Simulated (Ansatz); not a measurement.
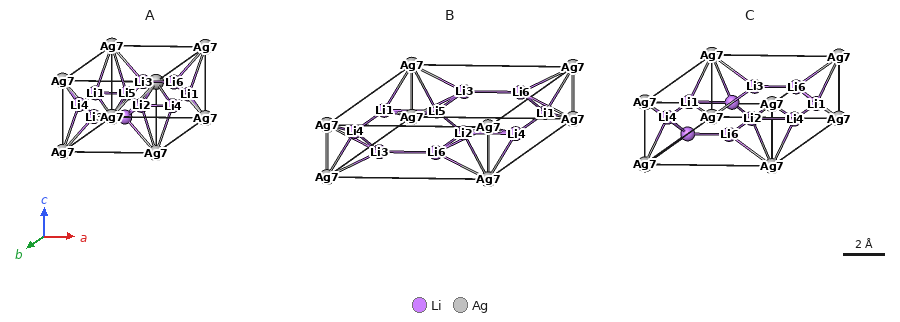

3 geometries from one relaxation of crystalline Li6Ag (a generated structure, set up in P6/mmm) (coarse preliminary run), in shuffled order. Style: ball-and-stick. Shown: the cell of the calculation, from a free direction.

Level of theory: Ansatz 0.2.0, DFT PBE, scalar-relativistic, plane waves, PAW. (plane-wave cutoff 420 eV; k-point mesh 6 × 6 × 4; occupations gaussian; smearing width 0.1 eV; no spin polarisation; cell and atoms relaxed; force threshold 0.04 eV/Å; at most 70 steps)

Q: Order the frames from highest to lowest energy.

A: A, C, B. They are steps 0, 8, 24, at +14.188 eV per cell of the calculation, +3.948 eV per cell of the calculation relative to the last. The largest moves relative to the cell, 0.068 Å, are those of Li1, Li2, Li3, Li4, Li5 and Li6. Li6 goes along +a. Ag stays in place. Cell: a = b 4.594 → 7.922 Å (+72.4 %), c 3.893 → 2.850 Å (−26.8 %). Volume +117.7 %. Near-neighbour distances that change, for instance: Li1–Li4 1.529 → 2.773 Å, Ag7–Ag7 3.893 → 2.850 Å, Li1–Li1 3.893 → 2.850 Å, Li1–Li5 1.533 → 2.574 Å. Among the angles between lasting bonds that change: Ag7–Li1–Ag7 103.6° → 57.9°, Li4–Li1–Ag7 128.2° → 151.0°, Li5–Li1–Ag7 72.0° → 64.1°. The space group stays P6/mmm (No. 191). Over 21 accepted moves (24 points after the start) the energy falls by 14.188 eV per cell of the calculation. The largest force component goes from 0.74 to 0.035 eV/Å. The pressure goes from 46.99 to 0.12 GPa. The SCF was repeated 3 times at an unchanged geometry on a basis and grid sized afresh for the cell, which shifted the energy by 1.160 eV per cell of the calculation at most. The run took 89 s on 1 thread of Arm Neoverse V1, with other jobs on the host, peak memory 0.41 GiB.

Limits of the set-up: the k-point mesh is coarse for a cell with partly filled bands.
